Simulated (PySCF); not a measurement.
# C₅H₁₀N₂SSi₂ (SMILES C=Cc1cc(S[SiH2][SiH3])n[nH]1): what the fields show

```xyz
20

C    -3.8855   -0.8589   -0.9294
C    -2.7082   -0.4165   -1.3569
C    -1.5654   -0.1869   -0.5086
C    -1.3700   -0.3518    0.8538
C    -0.0433    0.0425    1.0800
S     0.8555    0.0812    2.5541
Si    2.6645    0.8134    1.5748
Si    3.2637   -0.5618   -0.1763
N     0.5366    0.4285   -0.0518
N    -0.3925    0.2827   -1.0030
H    -4.7091   -1.0101   -1.6045
H    -4.0630   -1.0827    0.1076
H    -2.5546   -0.1996   -2.4070
H    -2.0640   -0.7043    1.5862
H     2.3407    2.2035    1.2585
H     3.5418    0.8428    2.7493
H     4.6708   -0.9635   -0.0343
H     2.4907   -1.8031   -0.2707
H     3.1594    0.1273   -1.4650
H    -0.1734    0.5084   -1.9596
```

Geometry: GFN2-xTB.

Method: PBE0/pcSseg-1, SCF density, gas phase, non-relativistic in PySCF 2.14.0.

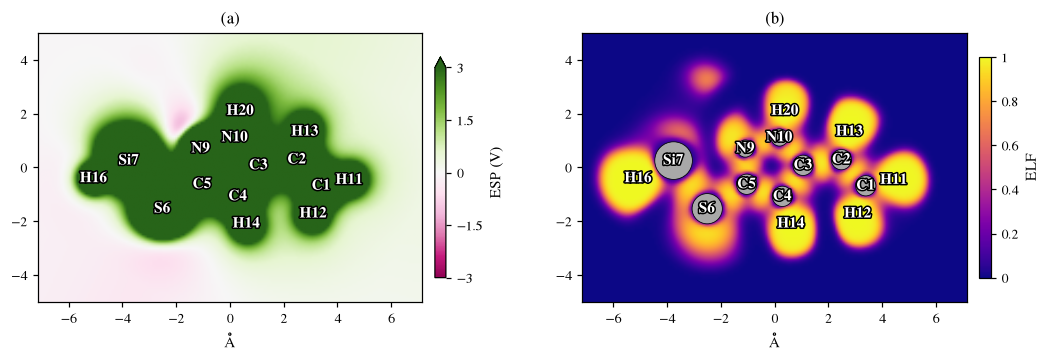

Figure 1. (a) electrostatic potential; (b) electron localisation function on the plane of atoms C2, C1 and H12. Grey discs cover the atomic cores in the ELF map.

### Read the bonding off the picture.

The plane passes through C, S, Si, N and H nuclei. C–C (1.33 Å): the ELF peaks at about 0.90 between the atoms; a multiple bond. C–N (1.33 Å): the ELF peaks at about 0.90 between the atoms; a covalent bond. N–N (1.34 Å): the ELF peaks at about 0.90 between the atoms, as expected for a covalent bond. C–S (1.73 Å): the ELF peaks at about 0.95 between the atoms, as expected for a covalent bond. Si–S (2.18 Å): the ELF peaks at about 0.95 between the atoms (localised, covalent bonding). The ELF also peaks beside S6 and N9, away from the bonds: lone-pair regions. Outside the dense part of the molecule the potential is most negative (−1.1 V) near N9.

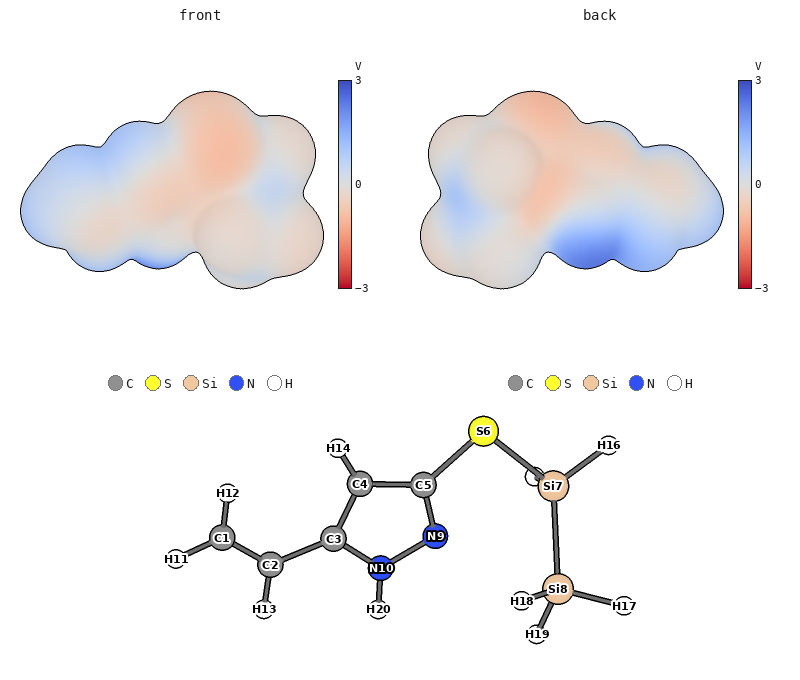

Figure 2. The molecular electrostatic potential painted on the density surface at 0.001 e/bohr³, seen from the front and from behind; the colour scale runs from red (negative) to blue (positive). The bare structure is drawn below in the same view.

### Describe the electrostatic potential map.

The most negative region (about −0.9 V) lies over S6, the most positive (about +2.2 V) over H20.

### What dipole moment does the calculation give?

Its dipole moment is 3.87 D.
